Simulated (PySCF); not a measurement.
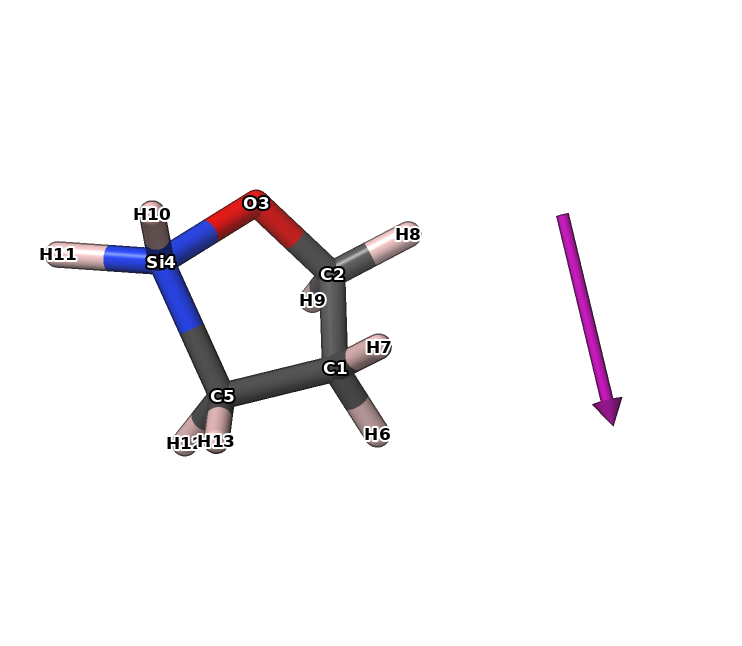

The arrow beside the molecule shows the direction of the dipole moment, from the negative to the positive end (its length means nothing). Computed geometry: PBE0-D3(BJ)/def2-SVP optimisation. No frequency run is at hand to confirm it as a minimum. Method: B3LYP/def2-SVPD in tetrahydrofuran (IEF-PCM) (PySCF 2.14.0).

How large is the dipole moment?

Answer. 2.39 D; it points from the side of O3, H10, H11 to the side of H6 (the outermost atoms at the two ends).
